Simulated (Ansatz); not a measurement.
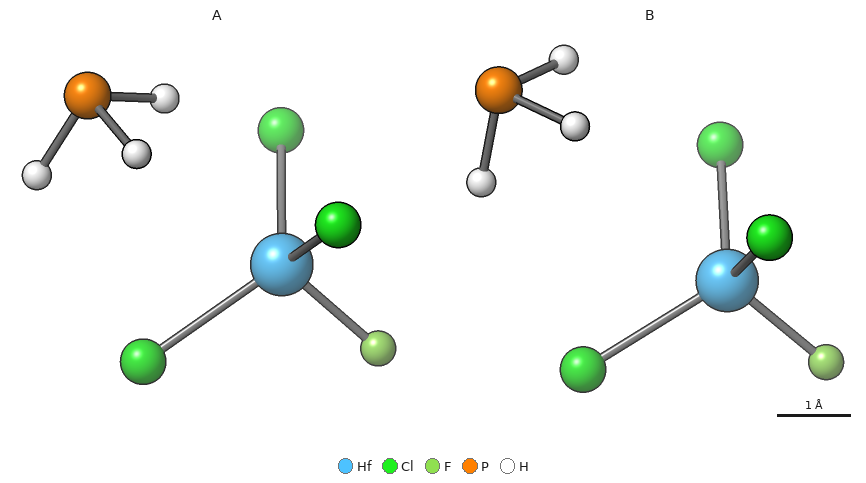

Two geometries of HfPH3Cl3F, drawn at one scale. One is the start of a relaxation, the other its converged end. Style: ball-and-stick. Shown from a free direction.

Level of theory: RKS PBE0-D4/def2-SVP in Ansatz. Set-up: no spin polarisation; force threshold 0.03 eV/Å; at most 50 steps.

Q: Which one is relaxed?

A: Structure B is the relaxed one. The run prepares an end point of a later path (reaction) calculation, from a guessed geometry. After 12 geometry steps the energy has fallen by 3.76 kcal/mol. Largest force component: 1.5 eV/Å at the start, 0.016 eV/Å at the end. The forces were under the threshold at step 7, but the run went on from there. The largest move after the best rigid fit is that of an H atom, 0.71 Å. By element the largest moves are H 0.71 Å, P 0.34 Å, F 0.30 Å, Hf 0.29 Å, Cl 0.26 Å. Some distances before and after: H–Hf 2.820 → 3.815 Å, Cl–Hf 2.469 → 2.336 Å, F–Hf 1.879 → 1.886 Å. Bond angles that change, for instance: Cl–Hf–Cl 115.6° → 111.6°, Cl–Hf–F 103.1° → 107.1°, Cl–Hf–F 103.5° → 107.5°.

Limits of the set-up: the start holds two separate molecules, 2.6 Å apart at their closest, whose relative position is a soft coordinate.
